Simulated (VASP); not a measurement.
Band structure of CoGa (CsCl type). All values below come from optB86b-vdW, VASP's PBE PAW potentials (set 64) (plane waves; VASP).

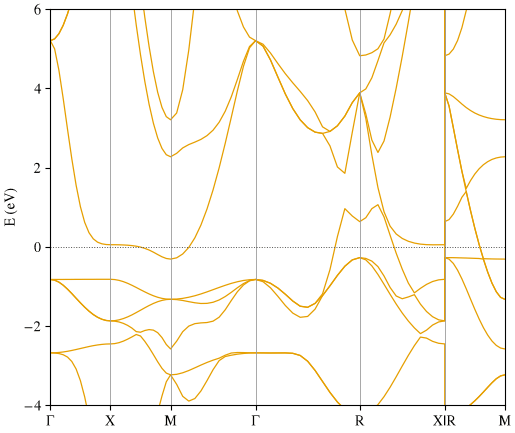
Figure. Bands along high-symmetry lines, zero at the valence-band maximum or, without a gap, the Fermi level

Read the plot: is there a gap, and where are the band edges?

It has no gap at this level: it comes out as a metal or semimetal. (Edges off the drawn lines would not show.)

The compound is CoGa in the CsCl type structure. It was relaxed first. The run is not spin-polarised, so no magnetic state was tried.
